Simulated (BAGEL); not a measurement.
# singlet [GeSiH5]+: a chain of runs

Wanted: a single-point energy (singlet [GeSiH5]+, HF/6-31G*), then a single-point energy (doublet GeSiH5, NEVPT2(3,3)/6-31G*), then a single-point energy (doublet GeSiH5, CASPT2(3,3)/6-31G*) of GeH5Si. 

The calculation is run with BAGEL 1.2.2.

## (1) The structure to begin with

[GeSiH5]+: 7 atoms, total charge +1, spin state singlet. As SMILES of the parent species, `[SiH2][GeH3]`. The Ge2–H5 distance was set to 2.075 Å, away from the relaxed value. That shape belongs to the parent species and isn't relaxed for this state.

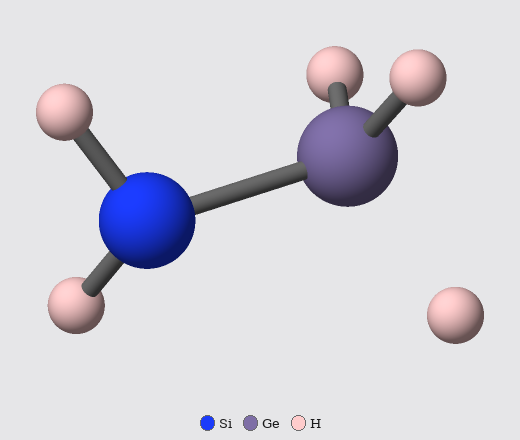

The structure, seen from a chosen angle (silicon blue, germanium purple, hydrogen pink).

## (2) The energy at HF/6-31G(d) (density fitting with svp-jkfit, spherical functions) (run 1)

input.json reads:

```json
{ "bagel" : [

{
  "title" : "molecule",
  "basis" : "6-31gs.json",
  "df_basis" : "svp-jkfit",
  "geometry" : [
    { "atom" : "Si", "xyz" : [ -0.01256101, -3.08860995,  0.61135286 ] },
    { "atom" : "Ge", "xyz" : [  0.71195999,  1.33013665,  0.73550786 ] },
    { "atom" : "H", "xyz" : [  0.49369662, -4.37324577,  3.06289456 ] },
    { "atom" : "H", "xyz" : [ -2.58580107, -3.77099006, -0.29949513 ] },
    { "atom" : "H", "xyz" : [  0.07010884,  2.86690350, -2.81380220 ] },
    { "atom" : "H", "xyz" : [ -1.03131236,  2.66844069,  2.64583200 ] },
    { "atom" : "H", "xyz" : [  3.46755862,  1.84867749,  1.49215420 ] }
  ]
},
{ "title" : "hf", "charge" : 1 },
{ "title" : "print", "file" : "orbitals.molden", "orbitals" : true }

]}
```

The basis set 6-31G* is read from a file made from the Basis Set Exchange's data (not shown).

The run is started by

```bash
$ BAGEL_NUM_THREADS=1 BAGEL input.json > input.out
```

Standard output:

```text
* using 1 threads per process

  ===============================================================
  ===============================================================

  *** Geometry ***

  { "atom" : "Si", "xyz" : [     -0.012561,     -3.088610,      0.611353 ] },
  { "atom" : "Ge", "xyz" : [      0.711960,      1.330137,      0.735508 ] },
  { "atom" : "H", "xyz" : [      0.493697,     -4.373246,      3.062895 ] },
  { "atom" : "H", "xyz" : [     -2.585801,     -3.770990,     -0.299495 ] },
  { "atom" : "H", "xyz" : [      0.070109,      2.866903,     -2.813802 ] },
  { "atom" : "H", "xyz" : [     -1.031312,      2.668441,      2.645832 ] },
  { "atom" : "H", "xyz" : [      3.467559,      1.848677,      1.492154 ] },

  Number of auxiliary basis functions:      484

  Since a DF basis is specified, we compute 2- and 3-index integrals:
    o Being stored without compression. Storage requirement is 0.014 GB

  Number of basis functions:       60
  Number of electrons      :       51

    * METHOD: MOLECULE                             0.24

  *** RHF ***

  === Nuclear Repulsion ===
   158.6736441039

      * DIIS with orbital gradients will be used.

  === RHF iteration (6-31gs.json) ===
      0      -2366.42714651          0.01050518           0.06
      1      -2366.50038735          0.00321687           0.06
      2      -2366.50471755          0.00104213           0.06
      3      -2366.50520177          0.00038602           0.06
      4      -2366.50524821          0.00009659           0.06
      5      -2366.50525670          0.00003275           0.06
      6      -2366.50525829          0.00001173           0.06
      7      -2366.50525851          0.00000353           0.06
      8      -2366.50525853          0.00000091           0.06
      9      -2366.50525853          0.00000029           0.06
     10      -2366.50525853          0.00000008           0.05
     11      -2366.50525853          0.00000002           0.06
     12      -2366.50525853          0.00000001           0.06
    * SCF iteration converged.

    * Permanent dipole moment:
           (    0.110774,     2.234841,     0.012431) a.u.

    * METHOD: HF                                   0.93

    * METHOD: PRINT                                0.01

  ===============================================================
```

Wall time 1.3 s (1 thread of Arm Neoverse V1, shared host); peak memory 0.14 GiB.

## (3) Doublet neutral GeSiH5: a single-point energy at NEVPT2(3,3)/6-31G(d) (density fitting with svp-jkfit, spherical functions) (run 2)

input.json reads:

```json
{ "bagel": [

{
  "title": "molecule",
  "basis": "6-31gs.json",
  "df_basis": "svp-jkfit",
  "geometry": [
    { "atom": "Si", "xyz": [ -0.01256101, -3.08860995,  0.61135286 ] },
    { "atom": "Ge", "xyz": [  0.71195999,  1.33013665,  0.73550786 ] },
    { "atom": "H", "xyz": [  0.49369662, -4.37324577,  3.06289456 ] },
    { "atom": "H", "xyz": [ -2.58580107, -3.77099006, -0.29949513 ] },
    { "atom": "H", "xyz": [  0.07010884,  2.86690350, -2.81380220 ] },
    { "atom": "H", "xyz": [ -1.03131236,  2.66844069,  2.64583200 ] },
    { "atom": "H", "xyz": [  3.46755862,  1.84867749,  1.49215420 ] }
  ]
},
{ "title": "hf", "charge": 1 },
{ "title": "casscf", "nstate": 1, "nact": 3, "nclosed": 24, "nspin": 1, "active": [25, 26, 27], "maxiter": 200, "natocc": true },
{
  "title": "nevpt2",
  "nstate": 1,
  "nact": 3,
  "nclosed": 24,
  "nspin": 1,
  "active": [25, 26, 27],
  "maxiter": 200,
  "natocc": true,
  "ncore": 14
},
{ "title": "print", "file": "orbitals.molden", "orbitals": true }

]}
```

The basis set 6-31G* is read from a file made from the Basis Set Exchange's data (not shown).

The run is started by

```bash
$ BAGEL_NUM_THREADS=1 BAGEL input.json > input.out
```

Standard output:

```text
* using 1 threads per process

  ===============================================================
  ===============================================================

  *** Geometry ***

  { "atom" : "Si", "xyz" : [     -0.012561,     -3.088610,      0.611353 ] },
  { "atom" : "Ge", "xyz" : [      0.711960,      1.330137,      0.735508 ] },
  { "atom" : "H", "xyz" : [      0.493697,     -4.373246,      3.062895 ] },
  { "atom" : "H", "xyz" : [     -2.585801,     -3.770990,     -0.299495 ] },
  { "atom" : "H", "xyz" : [      0.070109,      2.866903,     -2.813802 ] },
  { "atom" : "H", "xyz" : [     -1.031312,      2.668441,      2.645832 ] },
  { "atom" : "H", "xyz" : [      3.467559,      1.848677,      1.492154 ] },

  Number of auxiliary basis functions:      484

  Since a DF basis is specified, we compute 2- and 3-index integrals:
    o Being stored without compression. Storage requirement is 0.014 GB

  Number of basis functions:       60
  Number of electrons      :       51

    * METHOD: MOLECULE                             0.24

  *** RHF ***

  === Nuclear Repulsion ===
   158.6736441039

      * DIIS with orbital gradients will be used.

  === RHF iteration (6-31gs.json) ===
      0      -2366.42714651          0.01050518           0.06
      1      -2366.50038735          0.00321687           0.05
      2      -2366.50471755          0.00104213           0.05
[... 9 lines of this table left out ...]
     12      -2366.50525853          0.00000001           0.05
    * SCF iteration converged.

    * Permanent dipole moment:
           (    0.110774,     2.234841,     0.012431) a.u.

    * METHOD: HF                                   0.88

  ---------------------------
      CASSCF calculation
  ---------------------------

    ==== Active orbitals : =====
         Orbital 25
         Orbital 26
         Orbital 27
    ============================

    * nstate   :      1
    * nclosed  :     24
    * nact     :      3
    * nvirt    :     33
  === CASSCF iteration (6-31gs.json) ===

    * Using the second-order algorithm

      0  0     -2366.77428758     1.32e-02      0.02

      1  0     -2366.81802977     1.88e-03      0.26
[... 17 lines of this table left out ...]
     10  0     -2366.82478457     8.36e-09      0.22

    * Second-order optimization converged. *

     guess   0:   closed 1..                  open .1.

  === FCI iteration ===

      0  0     -2366.79762421     4.50e-02      0.00
      1  0     -2366.82478194     3.27e-04      0.00
      2  0     -2366.82478441     8.42e-05      0.00
[... 4 lines of this table left out ...]
      7  0 *   -2366.82478457     2.67e-16      0.00

     * ci vector, state   0, <S^2> = 0.7500
       2a.    -0.9803426459
       .a2    -0.1970963508

    * METHOD: CASSCF                               2.68

    * freezing 14 orbitals

  === DF-NEVPT2 calculation ===

    * 3-index integral transformation done
    * assembly done

      NEVPT2 correlation energy:   -0.3010341295      0.06

          (+0)     -0.2546167919
          (+0)'    -0.0081664782
          (+1)     -0.0091324937
          (+1)'    -0.0000887150
          (+2)     -0.0003155428
          (-1)     -0.0260563206
          (-1)'    -0.0001660266
          (-2)     -0.0024917607

      NEVPT2 total energy:       -2367.1258186997

    * METHOD: NEVPT2                               0.16

    * METHOD: PRINT                                0.01

  ===============================================================
```

Wall time 4.2 s (1 thread of Arm Neoverse V1, shared host); peak memory 0.14 GiB.

## (4) Doublet neutral GeSiH5: a single-point energy at CASPT2(3,3)/6-31G(d) (density fitting with svp-jkfit, spherical functions) (run 3)

job.json reads:

```json
{ "bagel": [

{
  "title": "molecule",
  "basis": "6-31gs.json",
  "df_basis": "svp-jkfit",
  "angstrom": "false",
  "geometry": [
    { "atom": "Si", "xyz": [ -0.01256101, -3.08860995,  0.61135286 ] },
    { "atom": "Ge", "xyz": [  0.71195999,  1.33013665,  0.73550786 ] },
    { "atom": "H", "xyz": [  0.49369662, -4.37324577,  3.06289456 ] },
    { "atom": "H", "xyz": [ -2.58580107, -3.77099006, -0.29949513 ] },
    { "atom": "H", "xyz": [  0.07010884,  2.86690350, -2.81380220 ] },
    { "atom": "H", "xyz": [ -1.03131236,  2.66844069,  2.64583200 ] },
    { "atom": "H", "xyz": [  3.46755862,  1.84867749,  1.49215420 ] }
  ]
},
{
  "title": "hf",
  "charge": 1
},
{
  "title": "casscf",
  "nstate": 1,
  "nact": 3,
  "nclosed": 24,
  "nspin": 1,
  "active": [25, 26, 27],
  "maxiter": 200,
  "natocc": "true"
},
{
  "title": "print",
  "file": "orbitals.molden",
  "orbitals": "true"
},
{
  "title": "smith",
  "method": "caspt2",
  "ms": "true",
  "xms": "true",
  "sssr": "true",
  "shift": 0.2,
  "shift_imag": "true",
  "ncore": 14
}

]}
```

The basis set 6-31G* is read from a file made from the Basis Set Exchange's data (not shown).

The run is started by

```bash
$ BAGEL_NUM_THREADS=1 BAGEL job.json > job.out
```

Standard output:

```text
* using 1 threads per process

  ===============================================================
  ===============================================================

  *** Geometry ***

  { "atom" : "Si", "xyz" : [     -0.012561,     -3.088610,      0.611353 ] },
  { "atom" : "Ge", "xyz" : [      0.711960,      1.330137,      0.735508 ] },
  { "atom" : "H", "xyz" : [      0.493697,     -4.373246,      3.062895 ] },
  { "atom" : "H", "xyz" : [     -2.585801,     -3.770990,     -0.299495 ] },
  { "atom" : "H", "xyz" : [      0.070109,      2.866903,     -2.813802 ] },
  { "atom" : "H", "xyz" : [     -1.031312,      2.668441,      2.645832 ] },
  { "atom" : "H", "xyz" : [      3.467559,      1.848677,      1.492154 ] },

  Number of auxiliary basis functions:      484

  Since a DF basis is specified, we compute 2- and 3-index integrals:
    o Being stored without compression. Storage requirement is 0.014 GB

  Number of basis functions:       60
  Number of electrons      :       51

    * METHOD: MOLECULE                             0.24

  *** RHF ***

[... 11 lines left out ...]
    * SCF iteration converged.
[... 1 line left out ...]
    * Permanent dipole moment:
[... 28 lines left out ...]
    * Second-order optimization converged. *
[... 11 lines left out ...]
     * ci vector, state   0, <S^2> = 0.7500
[... 16 lines left out ...]
    * Zeroth order energy : state  0       -0.8835609588
[... 3 lines left out ...]
      -------------------------------------------  CASPT2 iteration  ---------------------------------------------------
       #      aibj      arbs      arbi      airj      risj      airs      arst      rist         Etot      error   time
      ------------------------------------------------------------------------------------------------------------------

       0  -0.25406  -0.00318  -0.02794  -0.00999  -0.00046  -0.00773  -0.00019  -0.00010   -0.3036511  0.0011621   0.03
       1  -0.25414  -0.00321  -0.02800  -0.01010  -0.00049  -0.00787  -0.00019  -0.00011   -0.3041023  0.0002152   0.02
       2  -0.25414  -0.00321  -0.02800  -0.01011  -0.00049  -0.00787  -0.00019  -0.00011   -0.3041165  0.0000417   0.02
       3  -0.25414  -0.00321  -0.02800  -0.01011  -0.00049  -0.00787  -0.00019  -0.00011   -0.3041170  0.0000083   0.02
       4  -0.25414  -0.00321  -0.02800  -0.01011  -0.00049  -0.00787  -0.00019  -0.00011   -0.3041170  0.0000014   0.03
       5  -0.25414  -0.00321  -0.02800  -0.01011  -0.00049  -0.00787  -0.00019  -0.00011   -0.3041170  0.0000003   0.03

      ------------------------------------------------------------------------------------------------------------------

    * CASPT2 energy : state  0    -2367.1307853003
        w/o shift correction      -2367.1289015719
        reference weight              0.9142781976

    * METHOD: SMITH                                0.27

  ===============================================================
```

Run time: 4.2 s. Hardware: 1 thread of Arm Neoverse V1, shared host; peak memory 0.14 GiB.

## (5) Results

```
                                   quantity           value
             run 1, HF/6-31G*: total energy  -2366.50526 Eh
              run 1, HF/6-31G*: HOMO energy       -15.47 eV
              run 1, HF/6-31G*: LUMO energy        -7.08 eV
            run 1, HF/6-31G*: HOMO–LUMO gap         8.39 eV
doublet neutral GeSiH5, run 2: total energy  -2367.12582 Eh
doublet neutral GeSiH5, run 3: total energy  -2367.13079 Eh
```
